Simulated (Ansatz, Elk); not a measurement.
**MoH2: X-ray structure factors from the self-consistent density**

Structure refinements treat a crystal as free atoms side by side. For a made-up structure of MoH2 (cell and positions from a r2SCAN relaxation) the runs below show what the calculated density changes in F(hkl).

Program: Elk 11.2.3 (patched build). Level of theory: DFT, PBE, all-electron APW+lo, Dirac cores, scalar-relativistic bands, static density, no spin. Results are calculated unless marked as measured.

The structure was built from a prototype and need not be the compound's stable phase.

**1. The starting structure**

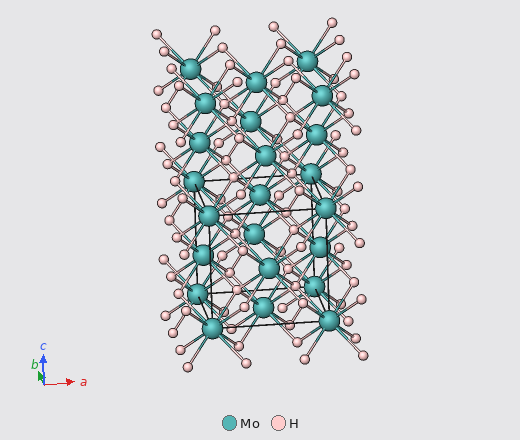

The cell as given, slightly off an axis (molybdenum teal, hydrogen pink). 1×1×2 cells are drawn. This picture shows the conventional cell, with its axes. Some periodic images of atoms are drawn too.

**2. Ground state and structure factors**

An all-electron density is needed, since X-rays see the cores too. Task 0 finds the density and task 195 Fourier-transforms it; tshift is off so that phases refer to the origin typed.

The input, elk.in:

```
tasks
  0
  195

xctype
  20

spinpol
  .false.

rgkmax
  7.0

gmaxvr
  14.0

lmaxo
  7

lmaxapw
  8

swidth
  0.002

tshift
  .false.

ramdisk
  .false.

hmaxvr
  5.5

maxscl
  120

epspot
  1e-06

sppath
  './'

avec
  -0.00000000000 4.15382310412 4.15382310412
  4.15382310412 0.00000000000 4.15382310412
  4.15382310412 4.15382310412 -0.00000000000

atoms
  2
  'Mo.in'
  1
  0.0000000000 -0.0000000000 -0.0000000000   0.000000 0.000000 0.000000
  'H.in'
  2
  0.7500000000 0.7500000000 0.7500000000   0.000000 0.000000 0.000000
  0.2500000000 0.2500000000 0.2500000000   0.000000 0.000000 0.000000

ngridk
  9 9 9
```

On the command line:

```
OMP_NUM_THREADS=4 elk
```

Numbers of over 12 decimals in the logs are rounded to 6 here.

The program printed:

```text
┌─────────────────────────┐
│ Elk code version 11.2.3 │
└─────────────────────────┘

All units are atomic (Hartree, Bohr, etc.)

┌─────────────────────────────────────────────────┐
│ Ground-state run starting from atomic densities │
└─────────────────────────────────────────────────┘

Lattice vectors :
  -0.000000000       4.153823104       4.153823104
   4.153823104       0.000000000       4.153823104
   4.153823104       4.153823104      -0.000000000

Reciprocal lattice vectors :
 -0.7563135393      0.7563135393      0.7563135393
  0.7563135393     -0.7563135393      0.7563135393
  0.7563135393      0.7563135393     -0.7563135393

Unit cell volume      :    143.3421745
Brillouin zone volume :    1.730476144

Muffin-tin inner radius fraction :   0.1000000000E-01

Nuclei treated as point charges

Species : 1 (Mo)
 parameters loaded from : Mo.in
 name : molybdenum
 nuclear charge    :   -42.00000000
 electronic charge :    42.00000000
 atomic mass :    174887.9214
 muffin-tin radius :    2.305755615
 number of radial points in muffin-tin :   1193
 inner part over the whole radius :   0.9979305840E-02
 number on inner part of muffin-tin    :    846
 approximate nuclear radius :   0.8334154960E-04
 number of mesh points to nuclear radius :    423
 atomic positions (lattice), magnetic fields (Cartesian) :
  1 :   0.00000000  0.00000000  0.00000000    0.00000000  0.00000000  0.00000000

Species : 2 (H)
 parameters loaded from : H.in
 name : hydrogen
 nuclear charge    :   -1.000000000
 electronic charge :    1.000000000
 atomic mass :    1837.362221
 muffin-tin radius :    1.241560716
 number of radial points in muffin-tin :    393
 inner part over the whole radius :   0.9776990544E-02
 number on inner part of muffin-tin    :    257
 approximate nuclear radius :   0.2766748019E-04
 number of mesh points to nuclear radius :     78
 atomic positions (lattice), magnetic fields (Cartesian) :
  1 :  -0.25000000 -0.25000000 -0.25000000    0.00000000  0.00000000  0.00000000
  2 :   0.25000000  0.25000000  0.25000000    0.00000000  0.00000000  0.00000000

Total number of atoms per unit cell :    3
Total muffin-tin volume :    67.38186381
 ratio of muffin-tin to unit cell volume :   0.4700770310

Spin treatment :
 spin-unpolarised

Number of Bravais lattice symmetries :   48
Number of crystal symmetries         :   48
Crystal has inversion symmetry
Real symmetric eigensolver will be used

k-point grid :      9     9     9
k-point offset :    0.000000000       0.000000000       0.000000000
k-point set is reduced with full crystal symmetry group
Total number of k-points :       35

Muffin-tin radius times maximum |G+k| :    7.000000000
 using average radius
Maximum |G+k| for APW functions       :    4.385161656
Maximum (1/2)|G+k|²                   :    9.614821374
Maximum |G| for potential and density :    14.00000000
Constant for pseudocharge density :    8
 order of it for each species :   15  15
 order of it for pair densities of each species (exact exchange by exxq0 0: 16) :   15   4
Radial integration step length :    1

G-vector grid sizes :     27    27    27
Number of G-vectors :     6615

Maximum angular momentum used for
 APW functions            :    8
 outer part of muffin-tin :    7
 inner part of muffin-tin :    2

Total nuclear charge    :   -44.00000000
Total core charge       :    28.00000000
Total valence charge    :    16.00000000
Total excess charge     :    0.000000000
Total electronic charge :    44.00000000

Effective Wigner radius, rₛ :   0.9196252792

Number of empty states         :     12
Total number of valence states :     21
Total number of core states    :     28

Third-order local-orbitals added for an l without core states : T
Total number of local-orbitals :     34

Exchange-correlation functional :     20     0     0
 Perdew-Burke-Ernzerhof, Phys. Rev. Lett. 77, 3865 (1996)
 gradient requirement :    1
 generalised gradient approximation (GGA)

Smearing type :    3
 Fermi-Dirac
Smearing width :   0.2000000000E-02
[...]
correlation                 :     -2.271563
 electron entropic           :    -0.32594983728114E-03
 total energy                :     -4051.1556124775

Density of states at Fermi energy :    23.70766545
 (states/Hartree/unit cell)

Estimated indirect band gap :   0.5538063297E-03
 from k-point 29 to k-point 6
Estimated direct band gap   :   0.1053523131E-01
 at k-point 29

Charges :
 core                        :    28.00000000
 valence                     :    16.00000000
 interstitial                :    3.051491994
 muffin-tins (core leakage)
  species : 1 (Mo)
   atom 1                    :    39.21951054     (  0.3163691506E-05)
  species : 2 (H)
   atom 1                    :   0.8644987345     (   0.000000000    )
   atom 2                    :   0.8644987345     (   0.000000000    )
 total in muffin-tins        :    40.94850801
 total calculated charge     :    43.99972451
 total charge                :    44.00000000
 error                       :   0.2754883868E-03

RMS change in Kohn-Sham potential (target) :    77.46995960     (  0.1000000000E-05)
Absolute change in total energy (target)   :   0.1411322553     (  0.1000000000E-03)

[... loops 3 to 19 left out ...]

┌──────────────────┐
│ Loop number : 20 │
└──────────────────┘

Energies :
 Fermi                       :     0.457755
 sum of occupied eigenvalues :     -2404.1983472773
 electron kinetic            :      4199.5362949010
 core electron kinetic       :      4102.1286965865
 Coulomb                     :     -8125.6134026286
 Coulomb potential           :     -6441.2210049272
 nuclear-nuclear             :     -495.55395245882
 electron-nuclear            :     -8828.7512984179
 Hartree                     :      1198.6918482481
 Madelung                    :     -4905.0029001650
 xc potential                :     -162.51363725102
 exchange                    :     -122.39678490891
 correlation                 :     -2.275786
 electron entropic           :    -0.33933101055927E-03
 total energy                :     -4050.7500183757

Density of states at Fermi energy :    22.44676046
 (states/Hartree/unit cell)

Estimated indirect band gap :   0.5572162061E-02
 from k-point 15 to k-point 29
Estimated direct band gap   :   0.2445785816E-01
 at k-point 6

Charges :
 core                        :    28.00000000
 valence                     :    16.00000000
 interstitial                :    2.823818688
 muffin-tins (core leakage)
  species : 1 (Mo)
   atom 1                    :    39.66365923     (  0.2947169957E-05)
  species : 2 (H)
   atom 1                    :   0.7562610397     (   0.000000000    )
   atom 2                    :   0.7562610397     (   0.000000000    )
 total in muffin-tins        :    41.17618131
 total calculated charge     :    43.99974515
 total charge                :    44.00000000
 error                       :   0.2548532788E-03

RMS change in Kohn-Sham potential (target) :   0.2981132089E-06 (  0.1000000000E-05)
Absolute change in total energy (target)   :   0.3709978955E-06 (  0.1000000000E-03)

Convergence targets achieved

┌──────────────────┐
│ Loop number : 21 │
└──────────────────┘

Energies :
 Fermi                       :     0.457755
 sum of occupied eigenvalues :     -2404.1983473032
 electron kinetic            :      4199.5362948643
 core electron kinetic       :      4102.1286965528
 Coulomb                     :     -8125.6134026180
 Coulomb potential           :     -6441.2210049185
 nuclear-nuclear             :     -495.55395245882
 electron-nuclear            :     -8828.7512984059
 Hartree                     :      1198.6918482467
 Madelung                    :     -4905.0029001588
 xc potential                :     -162.51363724905
 exchange                    :     -122.39678490883
 correlation                 :     -2.275786
 electron entropic           :    -0.33933101079556E-03
 total energy                :     -4050.7500184017

Density of states at Fermi energy :    22.44676048
 (states/Hartree/unit cell)

Estimated indirect band gap :   0.5572162074E-02
 from k-point 15 to k-point 29
Estimated direct band gap   :   0.2445785816E-01
 at k-point 6

Charges :
 core                        :    28.00000000
 valence                     :    16.00000000
 interstitial                :    2.823818687
 muffin-tins (core leakage)
  species : 1 (Mo)
   atom 1                    :    39.66365923     (  0.2947171094E-05)
  species : 2 (H)
   atom 1                    :   0.7562610399     (   0.000000000    )
   atom 2                    :   0.7562610399     (   0.000000000    )
 total in muffin-tins        :    41.17618131
 total calculated charge     :    43.99974515
 total charge                :    44.00000000
 error                       :   0.2548532802E-03

┌──────────────────────────────┐
│ Self-consistent loop stopped │
└──────────────────────────────┘

Wrote STATE.OUT
```

Run time: 8.8 s. Hardware: 4 threads of Arm Neoverse V2, shared host; peak memory 0.22 GiB.

SFACRHO.OUT:

```text

h k l indices transformed by vhmat matrix:
   1.000000000       0.000000000       0.000000000    
   0.000000000       1.000000000       0.000000000    
   0.000000000       0.000000000       1.000000000    

      h      k      l  multipl.   |H|            Re(F)            Im(F)           |F|

      0      0      0      1   0.0000000       44.000000      0.11178767E-15   44.000000    
     -1      0      0      8   1.3099735       33.103335     -0.46623569E-16   33.103335    
      0     -1     -1      6   1.5126271       30.595476     -0.13778421E-15   30.595476    
     -1      1      0     12   2.1391777       28.046162      0.89493796E-17   28.046162    
     -1      1     -1     24   2.5084082       25.485145      0.10101773E-15   25.485145    
      0      0     -2      8   2.6199470       24.535558      0.12747114E-15   24.535558    
      2      2      0      6   3.0252542       23.351028      0.47716712E-16   23.351028    
     -2      1      0     24   3.2966943       21.916284     -0.15541190E-16   21.916284    
      1      2     -1     24   3.3823370       21.472083     -0.27233217E-16   21.472083    
      3      1      0     24   3.7051645       20.597111     -0.12930755E-16   20.597111    
     -1      2      2     24   3.9299204       19.820612     -0.77705949E-17   19.820612    
     -3     -3     -3      8   3.9299204       19.716327      0.31082379E-16   19.716327    
     -2      0      2     12   4.2783555       18.798394     -0.23196008E-16   18.798394    
     -1      2     -2     48   4.4744112       18.181952     -0.34967677E-16   18.181952    
     -1     -1     -4     24   4.5378812       17.917461     -0.17599183E-15   17.917461    
      0     -3     -3      6   4.5378812       18.005903     -0.66396852E-16   18.005903    
     -3     -2      1     24   4.7833468       17.443950     -0.35156405E-16   17.443950    
      4      3      4     24   4.9594795       16.884055     -0.38852974E-16   16.884055
```

Elk indexes on the primitive cell of elk.in and gives |H| = 4π sin θ/λ in inverse bohr. Below, one row stands for each form hkl of the conventional cell (m members, Friedel mates merged), F is for one primitive cell and the density is static (no thermal factor). Free-atom factors are Waasmaier and Kirfel's, and R is Σm||F|−|F'||/Σm|F|.

```csv
hkl,m,sin θ/λ (Å⁻¹),"abs F, DFT",neutral atoms,diff.
111,8,0.197,33.103,33.336,-0.233
200,6,0.228,30.596,30.978,-0.382
220,12,0.322,28.046,27.932,+0.114
311,24,0.377,25.485,25.374,+0.111
222,8,0.394,24.536,24.527,+0.009
400,6,0.455,23.351,23.130,+0.221
331,24,0.496,21.916,21.887,+0.030
420,24,0.509,21.472,21.443,+0.029
422,24,0.557,20.597,20.598,-0.001
511,24,0.591,19.821,19.805,+0.015
333,8,0.591,19.716,19.805,-0.089
440,12,0.643,18.798,18.864,-0.066
531,48,0.673,18.182,18.259,-0.077
442,24,0.682,17.918,18.035,-0.117
600,6,0.682,18.006,18.035,-0.029
620,24,0.719,17.444,17.476,-0.032
533,24,0.746,16.884,16.971,-0.087
622,24,0.754,16.719,16.786,-0.067
```

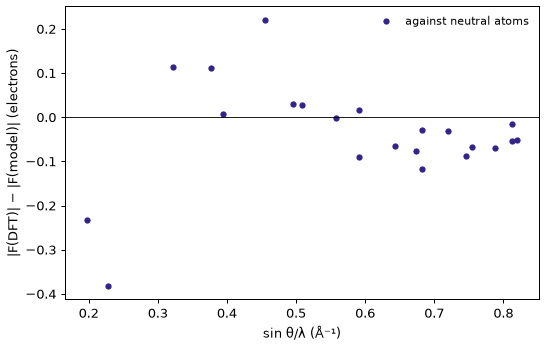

Difference between the calculated structure factors and the independent-atom ones.

**3. The highest occupied states alone**

An energy window below the Fermi level keeps the highest occupied states, to see at which angles they scatter; shallow core shells can lie inside it and anion s states outside. No new self-consistency is needed.

Edit elk.in of step 2 so:

```diff
@@ -1,3 +1,2 @@
 tasks
-  0
   195
@@ -40,2 +39,5 @@
 
+wsfac
+  0.090260 0.757750
+
 sppath
```

On the command line:

```
OMP_NUM_THREADS=4 elk
```

The program printed:

```text
┌─────────────────────────────────┐
│ Elk code version 11.2.3 started │
└─────────────────────────────────┘

Info(readinput): the functional depends on the density's gradient
 muffin-tin radial points multiplied by    2.00000
 (not where nrmtscf is given)

┌────────────────────┐
│ Current task : 195 │
└────────────────────┘
Info(checkmt): changed muffin-tin radius of species 1 (Mo) from   2.6000 to   2.3058
Info(checkmt): changed muffin-tin radius of species 2 (H) from   1.4000 to   1.2416

Info(sfacrho): density structure factors written to SFACRHO.OUT

 Energy window :   0.9026000000E-01  0.7577500000

┌──────────────────┐
│ Elk code stopped │
└──────────────────┘
```

Run time: 1.4 s. Hardware: 4 threads; peak memory 0.22 GiB.

States within 10 eV below the Fermi level hold 7.84 electrons; any levels below the window count with the cores, and a count that is not whole means the window cuts a band. Their amplitudes can exceed the total, where window and core parts have opposite phase:

```csv
hkl,sin θ/λ (Å⁻¹),"abs F, window","abs F, all"
111,0.197,1.294,33.103
200,0.228,0.063,30.596
220,0.322,0.762,28.046
311,0.377,0.102,25.485
222,0.394,0.309,24.536
400,0.455,0.282,23.351
331,0.496,0.078,21.916
420,0.509,0.194,21.472
422,0.557,0.053,20.597
511,0.591,0.014,19.821
```

**4. Another functional**

The difference from free atoms is small, so it is set against the change that LDA (Perdew-Wang) makes.

Edit elk.in of step 3 so:

```diff
@@ -1,2 +1,3 @@
 tasks
+  0
   195
@@ -4,3 +5,3 @@
 xctype
-  20
+  3
 
@@ -39,5 +40,2 @@
 
-wsfac
-  0.090260 0.757750
-
 sppath
```

On the command line:

```
OMP_NUM_THREADS=4 elk
```

The program printed:

```text
┌─────────────────────────┐
│ Elk code version 11.2.3 │
└─────────────────────────┘

All units are atomic (Hartree, Bohr, etc.)

┌─────────────────────────────────────────────────┐
│ Ground-state run starting from atomic densities │
└─────────────────────────────────────────────────┘

Lattice vectors :
  -0.000000000       4.153823104       4.153823104
   4.153823104       0.000000000       4.153823104
   4.153823104       4.153823104      -0.000000000

Reciprocal lattice vectors :
 -0.7563135393      0.7563135393      0.7563135393
[...]
interstitial                :    2.835349284
 muffin-tins (core leakage)
  species : 1 (Mo)
   atom 1                    :    39.68078047     ( -0.1818701058E-05)
  species : 2 (H)
   atom 1                    :   0.7419351215     (   0.000000000    )
   atom 2                    :   0.7419351215     (   0.000000000    )
 total in muffin-tins        :    41.16465072
 total calculated charge     :    43.99974876
 total charge                :    44.00000000
 error                       :   0.2512405583E-03

┌──────────────────────────────┐
│ Self-consistent loop stopped │
└──────────────────────────────┘

Wrote STATE.OUT
[key lines of the parts left out:]
total energy                :     -4046.5870555808
```

The job ended after 4.7 s (4 threads; peak memory 0.22 GiB; 14 s of CPU time).

Against the first run R = 0.04 %; the largest change is -0.026 at 220.

**5. A coarser k-mesh**

About half the k-points along each axis test the sampling.

Edit elk.in of step 4 so:

```diff
@@ -5,3 +5,3 @@
 xctype
-  3
+  20
 
@@ -59,2 +59,2 @@
 ngridk
-  9 9 9
+  4 4 4
```

On the command line:

```
OMP_NUM_THREADS=4 elk
```

The program printed:

```text
┌─────────────────────────┐
│ Elk code version 11.2.3 │
└─────────────────────────┘

All units are atomic (Hartree, Bohr, etc.)

┌─────────────────────────────────────────────────┐
│ Ground-state run starting from atomic densities │
└─────────────────────────────────────────────────┘

Lattice vectors :
  -0.000000000       4.153823104       4.153823104
   4.153823104       0.000000000       4.153823104
   4.153823104       4.153823104      -0.000000000

Reciprocal lattice vectors :
 -0.7563135393      0.7563135393      0.7563135393
[...]
interstitial                :    2.819984538
 muffin-tins (core leakage)
  species : 1 (Mo)
   atom 1                    :    39.65941121     (  0.2946003402E-05)
  species : 2 (H)
   atom 1                    :   0.7603021263     (   0.000000000    )
   atom 2                    :   0.7603021263     (   0.000000000    )
 total in muffin-tins        :    41.18001546
 total calculated charge     :    43.99977065
 total charge                :    44.00000000
 error                       :   0.2293470089E-03

┌──────────────────────────────┐
│ Self-consistent loop stopped │
└──────────────────────────────┘

Wrote STATE.OUT
[key lines of the parts left out:]
total energy                :     -4050.7482381939
```

Wall time 5.1 s (4 threads); peak memory 0.22 GiB; 9.9 s of CPU time.

Against the first run R = 0.03 %; the largest change is -0.022 at 400.

**6. Basis size**

A smaller basis shows how fast F responds to it; the change is likely larger than the basis error of the first run, but doesn't show convergence.

Edit elk.in of step 5 so:

```diff
@@ -11,3 +11,3 @@
 rgkmax
-  7.0
+  5.5
 
@@ -59,2 +59,2 @@
 ngridk
-  4 4 4
+  9 9 9
```

On the command line:

```
OMP_NUM_THREADS=4 elk
```

The program printed:

```text
┌─────────────────────────┐
│ Elk code version 11.2.3 │
└─────────────────────────┘

All units are atomic (Hartree, Bohr, etc.)

┌─────────────────────────────────────────────────┐
│ Ground-state run starting from atomic densities │
└─────────────────────────────────────────────────┘

Lattice vectors :
  -0.000000000       4.153823104       4.153823104
   4.153823104       0.000000000       4.153823104
   4.153823104       4.153823104      -0.000000000

Reciprocal lattice vectors :
 -0.7563135393      0.7563135393      0.7563135393
[...]
interstitial                :    2.834314346
 muffin-tins (core leakage)
  species : 1 (Mo)
   atom 1                    :    39.65774892     (  0.2945007218E-05)
  species : 2 (H)
   atom 1                    :   0.7539683659     (   0.000000000    )
   atom 2                    :   0.7539683659     (   0.000000000    )
 total in muffin-tins        :    41.16568565
 total calculated charge     :    43.99975303
 total charge                :    44.00000000
 error                       :   0.2469677995E-03

┌──────────────────────────────┐
│ Self-consistent loop stopped │
└──────────────────────────────┘

Wrote STATE.OUT
[key lines of the parts left out:]
total energy                :     -4050.7468622097
```

The job ended after 7.5 s (4 threads; peak memory 0.22 GiB).

Against the first run R = 0.01 %; the largest change is +0.004 at 420.

**7. Settings against the effect**

```csv
run,R against the first run (%),"R against neutral atoms, low angle (%)",wall time
"PBE, rgkmax 7",0.00,0.93,8.8 s
LDA (Perdew-Wang),0.04,0.90,4.7 s
k-mesh 4×4×4,0.03,0.94,5.1 s
rgkmax 5.5,0.01,0.93,7.5 s
```

**8. Outcome**

```yaml
r_against_neutral_atoms_sin_theta_lambda_0p3_a_minus1: 0.93 %
r_against_neutral_atoms_0p3_to_0p82_a_minus1: 0.31 %
```

In words: Independent neutral atoms miss the calculated amplitudes by R = 0.93 % below 0.3 Å⁻¹ and 0.31 % from there to 0.82 Å⁻¹; by shells, 0.93 % 0.15 to 0.3 (2 forms), 0.36 % 0.3 to 0.45 (3 forms), 0.30 % above 0.45 (17 forms). Bonding, aspherical density and the tables' own atoms all enter these figures, and the runs don't part them. The largest change of an amplitude is -0.38 electrons, at 200. The window's part falls from 7.8 electrons at the origin to at most 0.28 between 0.45 and 0.82 Å⁻¹. Below 0.3 Å⁻¹ the changes that finished (LDA (Perdew-Wang), k-mesh 4×4×4 and rgkmax 5.5) move F by R = 0.03 % at most, against the 0.93 % that separates it from free atoms. These runs have no spin, though d or f shells may be open. Part of the difference isn't bonding: the tables are fits to free atoms and ions calculated by other methods than this functional. Thermal motion, anomalous dispersion and extinction are left out.

[Logs are printed without paths, hosts, clocks, repeated set-up lines and the standing remarks that a program may print on its own settings, such as how far it seeks lower states.]

[Hosts, paths, dates, database ids (printed as entryN), source tags and the programs' standing remarks are cut or masked in the printed files.]
